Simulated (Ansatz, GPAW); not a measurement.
# A 6-layer slab of V(110): converging a work function, part 2 of 3

How do cutoff, mesh, smearing and the dipole layer change the work function of a 6-layer slab of V(110)?

GPAW 26.7.0 and Ansatz 0.2.0; Ansatz plane waves; slab in vacuum with a dipole correction, relaxation (the session's first sound run).

So far: The structure; Relaxing the atoms.

### Step 2. Relaxing the atoms (continued)

The electrostatic potential energy of an electron (with the applied field's), less the Fermi level, planar mean oscillates, so the rows of the table below give means over windows of 2.09 Å about each position, cut where the curve ends. Its maxima inside the range that stand out by 2 % of the span (Å: eV): 10.0: -1.13, 12.2: -1.09, 14.3: -1.59, 16.4: -1.27, 18.4: -2.83. Its minima: 9.0: -13.0, 11.2: -12.7, 13.3: -12.7, 15.4: -12.7, 17.5: -12.8, 19.4: -13.0.

Table of electrostatic potential energy of an electron (with the applied field's), less the Fermi level, planar mean by z; means over each step:

```
z (Å)  electrostatic potential energy of an electron (with the applied field's), less the Fermi level, planar mean (eV)
 1.04                                                                                                              4.77
 3.13                                                                                                              4.77
 5.22                                                                                                              4.75
 7.31                                                                                                              2.23
 9.40                                                                                                             -7.93
11.49                                                                                                             -7.80
13.58                                                                                                             -7.99
15.67                                                                                                             -7.88
17.77                                                                                                             -8.43
19.85                                                                                                             -7.04
21.95                                                                                                              4.29
24.03                                                                                                              4.69
26.12                                                                                                              4.69
28.21                                                                                                              4.70
```

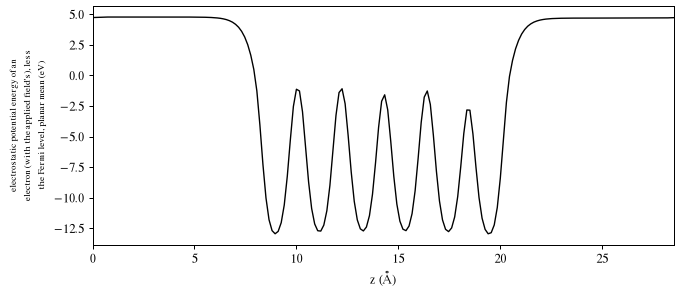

Electrostatic potential energy of an electron (with the applied field's), less the Fermi level, planar mean, plotted against z.

The valence density, planar mean oscillates, so the rows of the table below give means over windows of 2.09 Å about each position, cut where the curve ends. Its maxima inside the range that stand out by 2 % of the span (Å: e/Å³): 9.0: 2.06, 11.2: 2.03, 13.3: 2.06, 15.4: 2.05, 17.5: 2.06, 19.4: 2.07. Its minima: 10.0: 0.271, 12.2: 0.267, 14.3: 0.284, 16.4: 0.271, 18.4: 0.327.

Valence density, planar mean against z; means over each step:

```
z (Å)  valence density, planar mean (e/Å³)
 3.13                               4.5e-6
 5.22                               6.5e-4
 7.31                               0.0708
 9.40                                0.952
11.49                                0.955
13.58                                0.966
15.67                                0.961
17.77                                0.988
19.85                                0.883
21.95                               0.0108
24.03                               9.3e-5
```

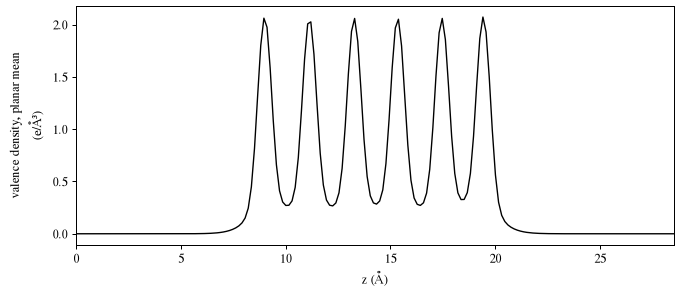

Valence density, planar mean, plotted against z.

The relaxation lowered the energy of the cell by 0.0567 eV.

### Step 3. Plane waves, PBE

With the geometry fixed, the planar mean of the potential gives the vacuum level on each side.

This step: GPAW, PAW setups; slab in vacuum (GPAW 26.7.0).

Input file run.py:

```python
import json
import numpy as np
from ase import Atoms
from gpaw import GPAW, PW

slab = Atoms(
    ['V', 'V', 'V', 'V', 'V', 'V'],
    positions=[
        [0.00000, 0.00000, 9.00000],
        [2.13546, 0.00000, 11.13546],
        [0.00000, 0.00000, 13.27092],
        [2.13546, 0.00000, 15.34539],
        [0.00000, 0.00000, 17.45908],
        [2.13546, 0.00000, 19.43240]],
    cell=[[2.13546, -1.51, 0.0], [2.13546, 1.51, 0.0], [0.0, 0.0, 28.67731]],
    pbc=[True, True, False])

slab.calc = GPAW(mode=PW(400), xc='PBE', kpts={'size': (13, 13, 1), 'gamma': True},
                 occupations={'name': 'fermi-dirac', 'width': 0.1}, nbands='140%',
                 convergence={'density': 1e-05}, maxiter=200,
                 poissonsolver={'dipolelayer': 'xy'},
                 symmetry={'tolerance': 1e-3}, txt='slab.txt')
result = {}
energy = slab.get_potential_energy()
fermi = slab.calc.get_fermi_level()
v = slab.calc.get_electrostatic_potential().mean((0, 1)) - fermi
n = slab.calc.get_pseudo_density().mean((0, 1))
L = slab.cell[2, 2]
z = np.arange(len(v)) * L / len(v)
low, high = slab.positions[:, 2].min(), slab.positions[:, 2].max()
below, above = np.interp([low - 6.8, high + 6.8], z, v)
slopes = [np.interp(x, z, np.gradient(v, z)) for x in (low - 6.8, high + 6.8)]
eps = np.array([[slab.calc.get_eigenvalues(k, s) for k in range(len(slab.calc.get_ibz_k_points()))]
                for s in range(slab.calc.get_number_of_spins())]) - fermi
top, bottom = eps[eps < 0].max(), eps[eps > 0].min()
dipole = slab.get_dipole_moment()[2]
print(f'energy {energy:.4f} eV, Fermi level {fermi:.4f} eV, dipole {dipole:.5f} e A')
print(f'potential 6.8 A off the faces, from the Fermi level: lower {below:.4f} eV, upper {above:.4f} eV')
print(f'slope of the potential there: lower {slopes[0]:.5f}, upper {slopes[1]:.5f} eV/A')
print(f'nearest levels on the mesh: {top:.4f} and {bottom:.4f} eV')
print('magnetic moment', round(slab.get_magnetic_moment(), 3))
result.update(energy=energy, fermi=fermi, dipole=dipole, below=below, above=above, slopes=slopes, edges=[top, bottom],
              z=z.tolist(), v=v.tolist(), n=n.tolist(), positions=slab.positions.tolist(),
              forces=slab.get_forces(apply_constraint=False).tolist(), moments=slab.get_magnetic_moments().tolist())
json.dump(result, open('result.json', 'w'))
```

Run with:

```sh
> OMP_NUM_THREADS=1 OPENBLAS_NUM_THREADS=1 python run.py
```

Numbers of over 12 decimals in the logs are rounded to 6 here.

Log:

```text
energy -48.9786 eV, Fermi level 1.6596 eV, dipole 0.00303 e A
potential 6.8 A off the faces, from the Fermi level: lower 4.7689 eV, upper 4.6848 eV
slope of the potential there: lower 0.00002, upper 0.00004 eV/A
nearest levels on the mesh: -0.0000 and 0.0031 eV
magnetic moment 0.0
```

The job ended after 4.7 min (1 thread of Intel Xeon Platinum 8488C (Sapphire Rapids), shared host; peak memory 0.35 GiB).

This step gave:

```
dipole along the normal                    : 0.003026 e·Å
levels nearest the Fermi level on the mesh : -4.84e-5, 0.003147 eV from the Fermi level
upper work function                        : 4.685 eV
lower work function                        : 4.769 eV
```

The electrostatic potential energy of an electron (without an applied field's), less the Fermi level, planar mean oscillates, so the rows of the table below give means over windows of 2.12 Å about each position, cut where the curve ends. Its maxima inside the range that stand out by 2 % of the span (Å: eV): 10.1: -1.03, 12.2: -1.04, 14.3: -1.56, 16.4: -1.29, 18.5: -2.49. Its minima: 9.0: -19.9, 11.2: -19.8, 13.3: -19.7, 15.3: -19.6, 17.4: -19.7, 19.4: -20.0.

Table of electrostatic potential energy of an electron (without an applied field's), less the Fermi level, planar mean by z; means over each step:

```
z (Å)  electrostatic potential energy of an electron (without an applied field's), less the Fermi level, planar mean (eV)
 1.06                                                                                                                4.77
 3.18                                                                                                                4.77
 5.30                                                                                                                4.74
 7.42                                                                                                                1.68
 9.54                                                                                                               -9.37
11.66                                                                                                               -9.27
13.78                                                                                                               -9.56
15.90                                                                                                               -9.37
18.02                                                                                                               -10.3
20.14                                                                                                               -6.86
22.26                                                                                                                4.49
24.38                                                                                                                4.68
26.50                                                                                                                4.68
```

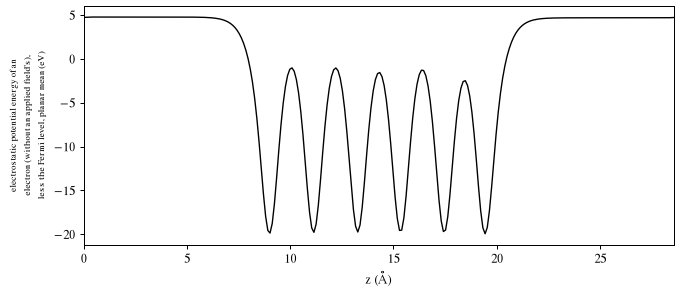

Electrostatic potential energy of an electron (without an applied field's), less the Fermi level, planar mean, plotted against z.

The pseudo valence density, planar mean oscillates, so the rows of the table below give means over windows of 2.12 Å about each position, cut where the curve ends. Its maxima inside the range that stand out by 2 % of the span (Å: e/Å³): 8.9: 2.25, 11.0: 2.21, 13.2: 2.19, 15.3: 2.29, 17.4: 2.30, 19.3: 2.19. Its minima: 10.0: 0.273, 12.1: 0.271, 14.2: 0.287, 16.4: 0.271, 18.5: 0.322.

Pseudo valence density, planar mean against z; means over each step:

```
z (Å)  pseudo valence density, planar mean (e/Å³)
 3.18                                      5.3e-6
 5.30                                      8.0e-4
 7.42                                      0.0979
 9.54                                       0.947
11.66                                       0.946
13.78                                       0.965
15.90                                       0.954
18.02                                        1.02
20.14                                       0.769
22.26                                     0.00575
24.38                                      4.4e-5
```

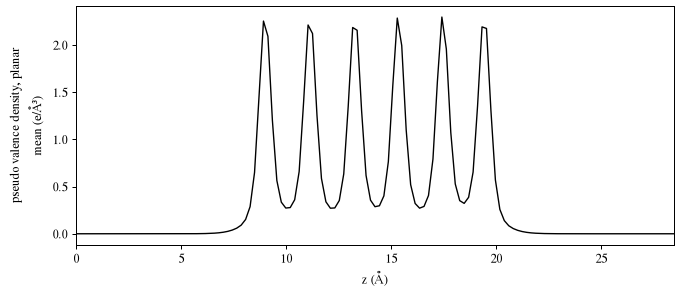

Pseudo valence density, planar mean, plotted against z.

Force by atom:

```
atom  x (eV/Å)  y (eV/Å)  z (eV/Å)   size
  V1     0.000     0.000     0.501  0.501
  V2     0.000     0.000    -0.375  0.375
  V3     0.000     0.000    -0.186  0.186
  V4     0.000     0.000     0.008  0.008
  V5     0.000     0.000    -0.039  0.039
  V6     0.000     0.000     0.090  0.090
```

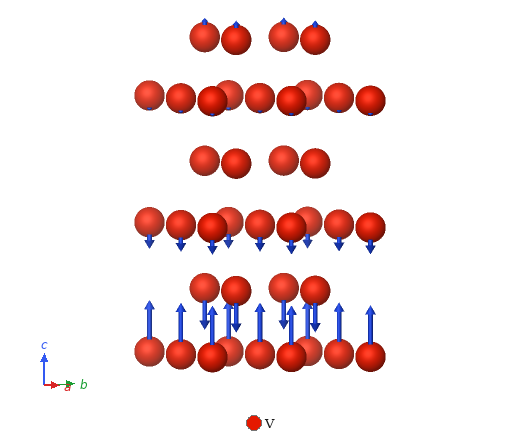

Force as arrows, the longest 0.501 eV/Å. 2×2×1 cells are drawn. Some periodic images of atoms are drawn too.

The potential is flat to 3.6e-5 eV/Å where it is read, so the vacuum is wide enough. The geometry is the other program's minimum; here the largest force on a free atom is 0.090 eV/Å.

### Step 4. Cutoff 200

The cutoff limits how sharply the smooth valence waves can vary, which tells mostly near the atoms.

Edit run.py of step 3 so:

```diff
@@ -17,3 +17,3 @@
 
-slab.calc = GPAW(mode=PW(400), xc='PBE', kpts={'size': (13, 13, 1), 'gamma': True},
+slab.calc = GPAW(mode=PW(200), xc='PBE', kpts={'size': (13, 13, 1), 'gamma': True},
                  occupations={'name': 'fermi-dirac', 'width': 0.1}, nbands='140%',
```

Log:

```text
energy -46.0235 eV, Fermi level 1.6723 eV, dipole 0.00236 e A
potential 6.8 A off the faces, from the Fermi level: lower 4.7975 eV, upper 4.7009 eV
slope of the potential there: lower -0.00321, upper 0.00083 eV/A
nearest levels on the mesh: -0.0009 and 0.0007 eV
magnetic moment 0.0
```

Elapsed: 1.9 min, on 1 thread; peak memory 0.2 GiB.

The run finished. A setting was moved off its sound value on purpose, so it serves as a test and not as the result.

The fault put into the input: a cutoff under that of the base run: the energy of the cell lies 3.0 eV from the base value (ecut = 200).

The two runs compared:

```
                quantity  this run  sound run  difference
upper work function (eV)    4.7009     4.6848      0.0161
lower work function (eV)    4.7975     4.7689      0.0286
```

### Step 5. Cutoff 300

The cutoff limits how sharply the smooth valence waves can vary, which tells mostly near the atoms.

Edit run.py of step 4 so:

```diff
@@ -17,3 +17,3 @@
 
-slab.calc = GPAW(mode=PW(200), xc='PBE', kpts={'size': (13, 13, 1), 'gamma': True},
+slab.calc = GPAW(mode=PW(300), xc='PBE', kpts={'size': (13, 13, 1), 'gamma': True},
                  occupations={'name': 'fermi-dirac', 'width': 0.1}, nbands='140%',
```

Log:

```text
energy -48.5128 eV, Fermi level 1.6618 eV, dipole 0.00311 e A
potential 6.8 A off the faces, from the Fermi level: lower 4.7730 eV, upper 4.6901 eV
slope of the potential there: lower 0.00017, upper 0.00021 eV/A
nearest levels on the mesh: -0.0002 and 0.0022 eV
magnetic moment 0.0
```

Wall time 2.9 min (1 thread); peak memory 0.28 GiB.

The run finished. A setting was moved off its sound value on purpose, so it serves as a test and not as the result.

The fault put into the input: a cutoff under that of the base run: the energy of the cell lies 0.47 eV from the base value (ecut = 300).

The two runs compared:

```
                     quantity   this run  sound run  difference
dipole along the normal (e·Å)  0.0031082  0.0030257      8.2e-5
     upper work function (eV)     4.6901     4.6848     0.00528
     lower work function (eV)     4.7730     4.7689     0.00413
```

### Step 6. Cutoff 700: ecut = 700

The cutoff limits how sharply the smooth valence waves can vary, which tells mostly near the atoms.

Edit run.py of step 5 so:

```diff
@@ -17,3 +17,3 @@
 
-slab.calc = GPAW(mode=PW(300), xc='PBE', kpts={'size': (13, 13, 1), 'gamma': True},
+slab.calc = GPAW(mode=PW(700), xc='PBE', kpts={'size': (13, 13, 1), 'gamma': True},
                  occupations={'name': 'fermi-dirac', 'width': 0.1}, nbands='140%',
```

Log:

```text
energy -49.0795 eV, Fermi level 1.6592 eV, dipole 0.00302 e A
potential 6.8 A off the faces, from the Fermi level: lower 4.7680 eV, upper 4.6833 eV
slope of the potential there: lower 0.00003, upper -0.00004 eV/A
nearest levels on the mesh: -0.0001 and 0.0030 eV
magnetic moment 0.0
```

It took 11 min on 1 thread; peak memory 0.63 GiB.

This step gave:

```
dipole along the normal                    : 0.003017 e·Å
levels nearest the Fermi level on the mesh : -1.24e-4, 0.002994 eV from the Fermi level
upper work function                        : 4.683 eV
lower work function                        : 4.768 eV
```

The electrostatic potential energy of an electron (without an applied field's), less the Fermi level, planar mean oscillates, so the rows of the table below give means over windows of 2.09 Å about each position, cut where the curve ends. Its maxima inside the range that stand out by 2 % of the span (Å: eV): 10.1: -1.02, 12.2: -1.03, 14.3: -1.56, 16.4: -1.25, 18.4: -2.45. Its minima: 9.0: -19.9, 11.1: -19.4, 13.3: -19.7, 15.3: -19.7, 17.5: -19.4, 19.4: -19.9.

Table of electrostatic potential energy of an electron (without an applied field's), less the Fermi level, planar mean by z; means over each step:

```
z (Å)  electrostatic potential energy of an electron (without an applied field's), less the Fermi level, planar mean (eV)
 1.04                                                                                                                4.76
 3.13                                                                                                                4.77
 5.22                                                                                                                4.75
 7.31                                                                                                                2.34
 9.40                                                                                                               -9.48
11.49                                                                                                               -9.36
13.58                                                                                                               -9.55
15.67                                                                                                               -9.41
17.77                                                                                                               -9.93
19.85                                                                                                               -8.69
21.95                                                                                                                4.28
24.03                                                                                                                4.68
26.12                                                                                                                4.68
28.21                                                                                                                4.69
```

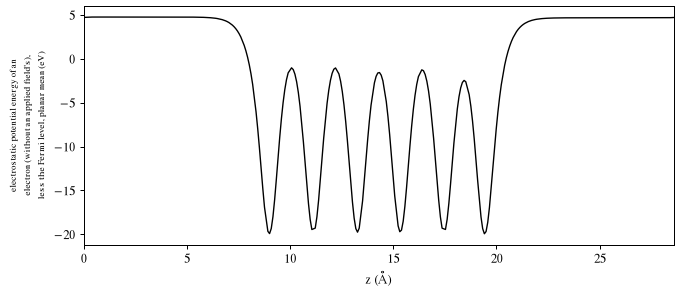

Electrostatic potential energy of an electron (without an applied field's), less the Fermi level, planar mean, plotted against z.

The pseudo valence density, planar mean oscillates, so the rows of the table below give means over windows of 2.13 Å about each position, cut where the curve ends. Its maxima inside the range that stand out by 2 % of the span (Å: e/Å³): 9.0: 2.33, 11.1: 2.32, 13.3: 2.32, 15.4: 2.27, 17.5: 2.24, 19.5: 2.27. Its minima: 10.0: 0.271, 12.1: 0.269, 14.3: 0.284, 16.4: 0.270, 18.5: 0.326.

Pseudo valence density, planar mean against z; means over each step:

```
z (Å)  pseudo valence density, planar mean (e/Å³)
 3.19                                      5.4e-6
 5.32                                      8.5e-4
 7.46                                       0.107
 9.58                                       0.946
11.71                                       0.944
13.84                                       0.967
15.97                                       0.954
18.11                                        1.04
20.23                                       0.716
22.36                                     0.00450
24.50                                      3.2e-5
```

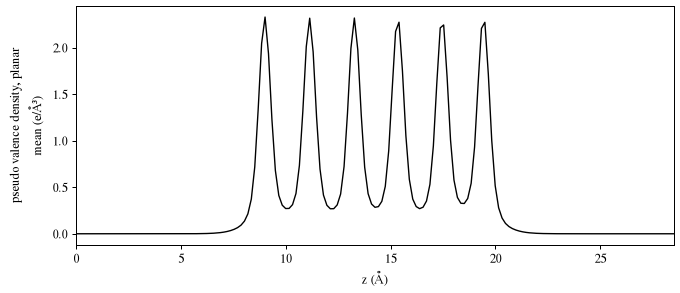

Pseudo valence density, planar mean, plotted against z.

Force by atom:

```
atom  x (eV/Å)  y (eV/Å)  z (eV/Å)   size
  V1     0.000     0.000     0.503  0.503
  V2     0.000     0.000    -0.375  0.375
  V3     0.000     0.000    -0.186  0.186
  V4     0.000     0.000     0.008  0.008
  V5     0.000     0.000    -0.041  0.041
  V6     0.000     0.000     0.090  0.090
```

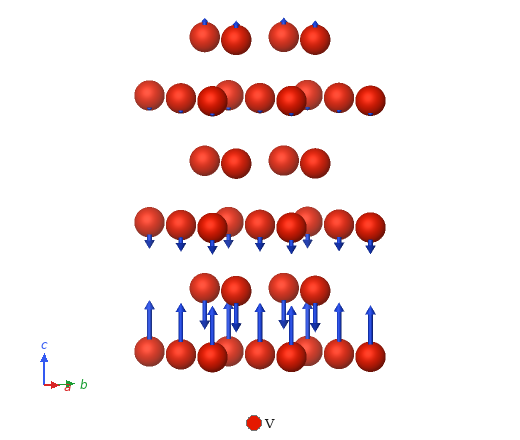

Force as arrows, the longest 0.503 eV/Å. 2×2×1 cells are drawn. Some periodic images of atoms are drawn too.

The upper face's work function is 4.683 eV, against 4.685 eV in the first plane-wave PBE run at this geometry.

### Step 7. K mesh 4×4

The mesh in the plane samples the bands: a metal's Fermi level needs it dense, and band edges must lie on it.

Edit run.py of step 6 so:

```diff
@@ -17,3 +17,3 @@
 
-slab.calc = GPAW(mode=PW(700), xc='PBE', kpts={'size': (13, 13, 1), 'gamma': True},
+slab.calc = GPAW(mode=PW(400), xc='PBE', kpts={'size': (4, 4, 1), 'gamma': True},
                  occupations={'name': 'fermi-dirac', 'width': 0.1}, nbands='140%',
```

Log:

```text
energy -49.1075 eV, Fermi level 1.6295 eV, dipole 0.00046 e A
potential 6.8 A off the faces, from the Fermi level: lower 4.7985 eV, upper 4.7864 eV
slope of the potential there: lower 0.00002, upper 0.00004 eV/A
nearest levels on the mesh: -0.0715 and 0.0417 eV
magnetic moment 0.0
```

Elapsed: 60 s, on 1 thread; peak memory 0.21 GiB.

The run finished with changed settings (kpts = [4, 4]); it serves as a test.

The two runs compared:

```
                quantity  this run  sound run  difference
upper work function (eV)    4.7864     4.6848       0.102
lower work function (eV)    4.7985     4.7689      0.0296
```

The two runs differ clearly in the upper work function: 4.79 eV against 4.68 eV.

[end of part 2 of 3]

[Logs are printed without paths, hosts, clocks, repeated set-up lines and the standing remarks that a program may print on its own settings, such as how far it seeks lower states.]

[Hosts, paths, dates, database ids (printed as entryN), source tags and the programs' standing remarks are cut or masked in the printed files.]
